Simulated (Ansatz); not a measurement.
Consider ClF₂H₂NTi···HBr.

```tsv
atom	x (Å)	y (Å)	z (Å)
Ti	-0.2023	-0.4356	0.1279
N	-0.3627	-0.1363	1.9073
H	-0.5659	0.7628	2.3140
H	-0.1939	-0.8290	2.6180
Cl	1.8181	0.2228	-0.5917
F	-1.3984	0.5115	-0.6876
F	-0.3714	-2.1383	-0.1133
Br	1.8067	3.1238	2.4219
H	2.2123	2.2835	1.3644
```

Theory: RHF/def2-SVP (Ansatz 0.2.0).

### What will maps of the electron density and electron localisation function show?

Ti–N (1.81 Å): ρ at the midpoint is about 1.1 e/Å³; the ELF peaks at about 0.85 in the valence shell of N, 0.6 Å from its nucleus, and is about 0.35 at the midpoint.
Ti–Cl (2.24 Å): ρ is about 0.6 e/Å³ halfway; the ELF peaks at about 0.85 in the valence shell of Cl, 0.8 Å from its nucleus, and is about 0.40 at the midpoint.

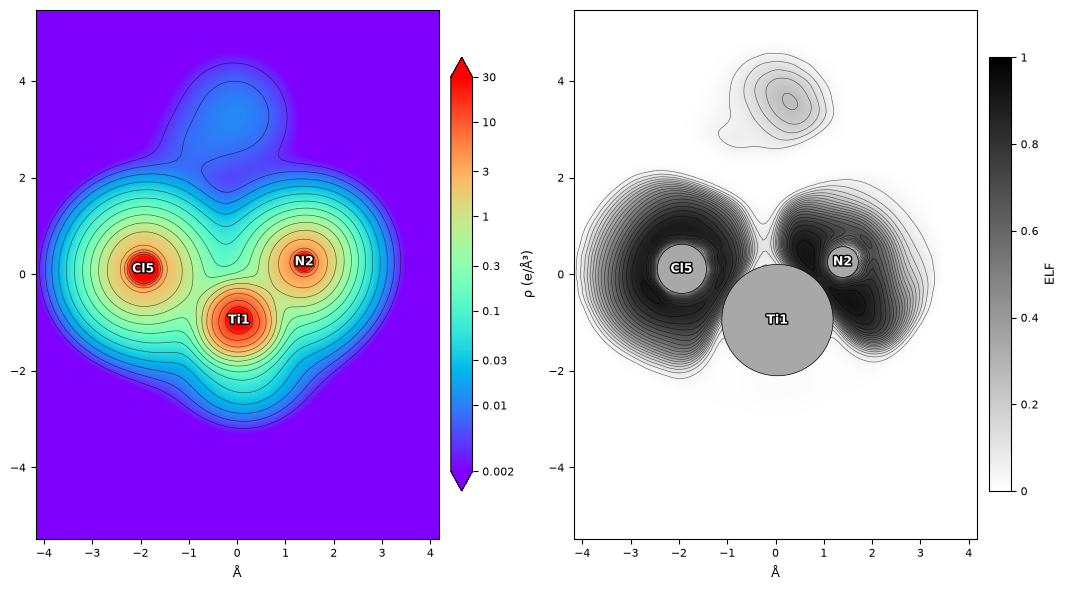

Computed electron density and electron localisation function on the plane of atoms N2, Ti1 and Cl5, in this order. Grey discs cover the atomic cores in the ELF map. 
